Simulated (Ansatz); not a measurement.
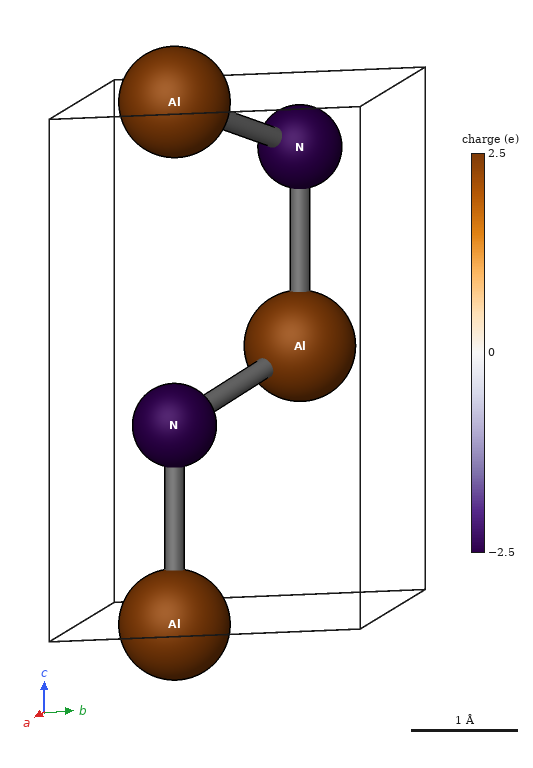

View slightly off an axis, drawn as a ball-and-stick model. The simulation cell is outlined; an atom on or near a face, edge or corner is repeated at each equivalent position. The atoms of this AlN cell are coloured by their Bader charge.

Setup: DFT, PAW plane waves, m-r2SCAN (Ansatz 0.2.0); an energy cutoff of 500 eV, 9×9×5 k-points, Fermi-Dirac smearing of 0.1 eV, no spin polarisation.

Question: What charges do the elements carry?

Answer: Most positive: Al; most negative: N. Charges: about Al +2.5 e; N -2.5 e. The transfer is large, as in an ionic solid.

The picture shows an entry, possibly a prediction, of the Crystallography Open Database, scaled to 96.7 % of the listed volume; the geometry isn't optimised. A calculation with Ansatz used it as input.
